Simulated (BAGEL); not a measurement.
**GeH2O2 (SMILES [OH][Ge][OH]): a chain of runs**

Wanted: a single-point energy (HF/cc-pVDZ), then the energy (NEVPT2(2,2)/cc-pVDZ), then a single-point energy (CASPT2(2,2)/cc-pVDZ) of GeH2O2. 

Program for the calculation: BAGEL 1.2.2.

2 further runs of the same task are left out: 2 set aside as unsound or not needed.

## (1) The system as given

The species is GeH2O2 (5 atoms), meant as a singlet with charge 0. SMILES: `[OH][Ge][OH]`. The O3–H5 distance was set to 1.538 Å, away from the relaxed value. At this shape a bond of the SMILES string is far longer than usual.

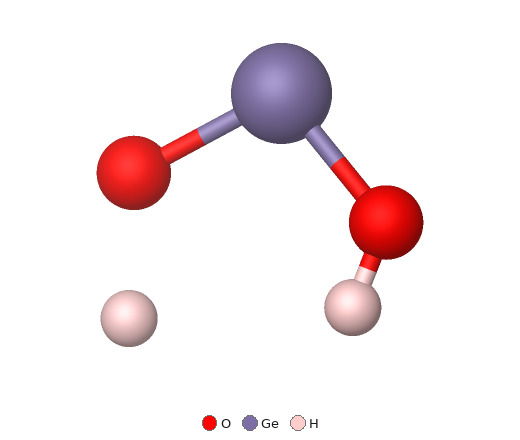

Viewed from a chosen angle; oxygen red, germanium purple, hydrogen pink.

## (2) A single-point energy at HF/cc-pVDZ (density fitting with svp-jkfit) (run 1)

File input.json:

```json
{ "bagel": [

{
  "title": "molecule",
  "basis": "cc-pvdz.json",
  "df_basis": "svp-jkfit",
  "angstrom": false,
  "geometry": [
    { "atom": "O", "xyz": [    -2.62992618,    -0.93121168,     0.07829891 ] },
    { "atom": "Ge", "xyz": [    -0.69371279,    -2.43600059,     2.40776431 ] },
    { "atom": "O", "xyz": [     2.32663647,    -1.01209196,     1.86900339 ] },
    { "atom": "H", "xyz": [    -1.87384676,     0.29767722,    -1.02549012 ] },
    { "atom": "H", "xyz": [     2.58212178,     0.96980745,    -0.24169597 ] }
  ]
},

{
  "title": "hf"
},

{
  "title": "print",
  "file": "orbitals.molden",
  "orbitals": true
}

]}
```

The basis set cc-pVDZ is read from a file made from the Basis Set Exchange's data (not shown).

Launch:

```
$ BAGEL_NUM_THREADS=1 BAGEL input.json > input.out
```

The log of the run:

```text
* using 1 threads per process

  ===============================================================
  ===============================================================

  *** Geometry ***

  { "atom" : "O", "xyz" : [     -2.629926,     -0.931212,      0.078299 ] },
  { "atom" : "Ge", "xyz" : [     -0.693713,     -2.436001,      2.407764 ] },
  { "atom" : "O", "xyz" : [      2.326636,     -1.012092,      1.869003 ] },
  { "atom" : "H", "xyz" : [     -1.873847,      0.297677,     -1.025490 ] },
  { "atom" : "H", "xyz" : [      2.582122,      0.969807,     -0.241696 ] },

  Number of auxiliary basis functions:      456

  Since a DF basis is specified, we compute 2- and 3-index integrals:
    o Being stored without compression. Storage requirement is 0.015 GB

  Number of basis functions:       65
  Number of electrons      :       50

    * METHOD: MOLECULE                             0.20

  *** RHF ***

  === Nuclear Repulsion ===
   186.7998559084

      * DIIS with orbital gradients will be used.

  === RHF iteration (cc-pvdz.json) ===
      0      -2225.74128037          0.02754101           0.06
      1      -2225.85671366          0.02676032           0.06
      2      -2226.14185371          0.00288167           0.06
      3      -2226.14535644          0.00156089           0.06
      4      -2226.14689710          0.00040242           0.06
      5      -2226.14704063          0.00011305           0.06
      6      -2226.14705734          0.00003846           0.06
      7      -2226.14705939          0.00001504           0.06
      8      -2226.14705974          0.00000804           0.06
      9      -2226.14705985          0.00000471           0.06
     10      -2226.14705989          0.00000178           0.06
     11      -2226.14705989          0.00000094           0.06
     12      -2226.14705989          0.00000036           0.06
     13      -2226.14705989          0.00000007           0.06
     14      -2226.14705989          0.00000003           0.06
     15      -2226.14705989          0.00000001           0.06
     16      -2226.14705989          0.00000001           0.06
    * SCF iteration converged.

    * Permanent dipole moment:
           (   -0.080272,    -0.448419,     0.471576) a.u.

    * METHOD: HF                                   1.15

    * METHOD: PRINT                                0.01

  ===============================================================
```

Wall time 1.5 s (1 thread of Arm Neoverse V2, shared host); peak memory 0.15 GiB.

## (3) A single-point energy at NEVPT2(2,2)/cc-pVDZ (density fitting with svp-jkfit) (run 2)

File calc.json:

```json
{ "bagel": [

{
  "title": "molecule",
  "basis": "cc-pvdz.json",
  "df_basis": "svp-jkfit",
  "angstrom": false,
  "geometry": [
    { "atom": "O", "xyz": [    -2.62992618,    -0.93121168,     0.07829891 ] },
    { "atom": "Ge", "xyz": [    -0.69371279,    -2.43600059,     2.40776431 ] },
    { "atom": "O", "xyz": [     2.32663647,    -1.01209196,     1.86900339 ] },
    { "atom": "H", "xyz": [    -1.87384676,     0.29767722,    -1.02549012 ] },
    { "atom": "H", "xyz": [     2.58212178,     0.96980745,    -0.24169597 ] }
  ]
},

{
  "title": "hf"
},

{
  "title": "nevpt2",
  "nstate": 1,
  "nact": 2,
  "nclosed": 24,
  "active": [21, 26],
  "maxiter": 200,
  "natocc": true,
  "ncore": 11
},

{
  "title": "print",
  "file": "orbitals.molden",
  "orbitals": true
}

]}
```

The basis set cc-pVDZ is read from a file made from the Basis Set Exchange's data (not shown).

Launch:

```
$ BAGEL_NUM_THREADS=1 BAGEL calc.json > calc.out
```

The log of the run:

```text
* using 1 threads per process

  ===============================================================
  ===============================================================

  *** Geometry ***

  { "atom" : "O", "xyz" : [     -2.629926,     -0.931212,      0.078299 ] },
  { "atom" : "Ge", "xyz" : [     -0.693713,     -2.436001,      2.407764 ] },
  { "atom" : "O", "xyz" : [      2.326636,     -1.012092,      1.869003 ] },
  { "atom" : "H", "xyz" : [     -1.873847,      0.297677,     -1.025490 ] },
  { "atom" : "H", "xyz" : [      2.582122,      0.969807,     -0.241696 ] },

  Number of auxiliary basis functions:      456

  Since a DF basis is specified, we compute 2- and 3-index integrals:
    o Being stored without compression. Storage requirement is 0.015 GB

[... 18 lines left out ...]
    * SCF iteration converged.
[... 1 line left out ...]
    * Permanent dipole moment:
[... 28 lines left out ...]
    * Second-order optimization converged. *

     guess   0:   closed 1.                   open ..

  === FCI iteration ===

      0  0     -2226.14316610     1.02e-01      0.00
      1  0     -2226.20076395     1.31e-02      0.00
      2  0 *   -2226.20202147     7.81e-16      0.00

     * ci vector, state   0, <S^2> = 0.0000
       2.     0.9603650557
       .2    -0.2787453313

  === DF-NEVPT2 calculation ===

    * 3-index integral transformation done
    * assembly done

      NEVPT2 correlation energy:   -0.4486381810      0.08

          (+0)     -0.3663059917
          (+0)'    -0.0298974331
          (+1)     -0.0110410855
          (+1)'    -0.0000000000
          (+2)     -0.0007178143
          (-1)     -0.0372822373
          (-1)'     0.0000000000
          (-2)     -0.0033936191

      NEVPT2 total energy:       -2226.6506596524

    * METHOD: NEVPT2                               4.58

    * METHOD: PRINT                                0.01

  ===============================================================
```

Run time: 6.3 s. Hardware: 1 thread of Arm Neoverse V2, shared host; peak memory 0.15 GiB.

## (4) The energy at CASPT2(2,2)/cc-pVDZ (density fitting with svp-jkfit) (run 3)

Edit input.json of step 2 so:

```diff
@@ -6,3 +6,2 @@
   "df_basis": "svp-jkfit",
-  "angstrom": false,
   "geometry": [
@@ -16,11 +15,9 @@
 
-{
-  "title": "hf"
-},
+{ "title": "hf" },
 
-{
-  "title": "print",
-  "file": "orbitals.molden",
-  "orbitals": true
-}
+{ "title": "casscf", "nstate": 1, "nact": 2, "nclosed": 24, "active": [21, 26], "maxiter": 200, "natocc": true },
+
+{ "title": "print", "file": "orbitals.molden", "orbitals": true },
+
+{ "title": "smith", "method": "caspt2", "ms": true, "xms": true, "sssr": true, "shift": 0.2, "shift_imag": true, "ncore": 11 }
```

The basis set cc-pVDZ is read from a file made from the Basis Set Exchange's data (not shown).

Launch:

```
$ BAGEL_NUM_THREADS=1 BAGEL input.json > input.out
```

The log of the run:

```text
* using 1 threads per process

  ===============================================================
  ===============================================================

  *** Geometry ***

  { "atom" : "O", "xyz" : [     -2.629926,     -0.931212,      0.078299 ] },
  { "atom" : "Ge", "xyz" : [     -0.693713,     -2.436001,      2.407764 ] },
  { "atom" : "O", "xyz" : [      2.326636,     -1.012092,      1.869003 ] },
  { "atom" : "H", "xyz" : [     -1.873847,      0.297677,     -1.025490 ] },
  { "atom" : "H", "xyz" : [      2.582122,      0.969807,     -0.241696 ] },

  Number of auxiliary basis functions:      456

  Since a DF basis is specified, we compute 2- and 3-index integrals:
    o Being stored without compression. Storage requirement is 0.015 GB

[... 18 lines left out ...]
    * SCF iteration converged.
[... 1 line left out ...]
    * Permanent dipole moment:
[... 27 lines left out ...]
    * Second-order optimization converged. *
[... 9 lines left out ...]
     * ci vector, state   0, <S^2> = 0.0000
[... 16 lines left out ...]
    * Zeroth order energy : state  0       -0.8512350482
[... 4 lines left out ...]
       #      aibj      arbs      arbi      airj      risj      airs      arst      rist         Etot      error   time
[... 2 lines left out ...]
       0  -0.36488  -0.00409  -0.03810  -0.01144  -0.00093  -0.02825  -0.00000  -0.00000   -0.4476983  0.0014623   0.04
       1  -0.36506  -0.00411  -0.03824  -0.01154  -0.00097  -0.02857  -0.00000  -0.00000   -0.4484850  0.0001852   0.04
       2  -0.36507  -0.00411  -0.03822  -0.01154  -0.00097  -0.02858  -0.00000  -0.00000   -0.4485017  0.0000395   0.04
       3  -0.36507  -0.00411  -0.03822  -0.01154  -0.00097  -0.02859   0.00000  -0.00000   -0.4485024  0.0000091   0.04
       4  -0.36507  -0.00411  -0.03822  -0.01154  -0.00097  -0.02859   0.00000  -0.00000   -0.4485024  0.0000019   0.04
       5  -0.36507  -0.00411  -0.03822  -0.01154  -0.00097  -0.02859   0.00000   0.00000   -0.4485024  0.0000003   0.04

      ------------------------------------------------------------------------------------------------------------------

    * CASPT2 energy : state  0    -2226.6528836416
        w/o shift correction      -2226.6505239005
        reference weight              0.8764207218

    * METHOD: SMITH                                0.41

  ===============================================================
```

Run time: 6.6 s. Hardware: 1 thread of Arm Neoverse V2, shared host; peak memory 0.15 GiB.

## (5) What came out

```
                                quantity           value
         run 1, HF/cc-pVDZ: total energy  -2226.14706 Eh
        run 1, HF/cc-pVDZ: dipole moment          1.67 D
          run 1, HF/cc-pVDZ: HOMO energy       -10.23 eV
          run 1, HF/cc-pVDZ: LUMO energy         1.24 eV
        run 1, HF/cc-pVDZ: HOMO–LUMO gap        11.47 eV
run 2, NEVPT2(2,2)/cc-pVDZ: total energy  -2226.65066 Eh
run 3, CASPT2(2,2)/cc-pVDZ: total energy  -2226.65288 Eh
```
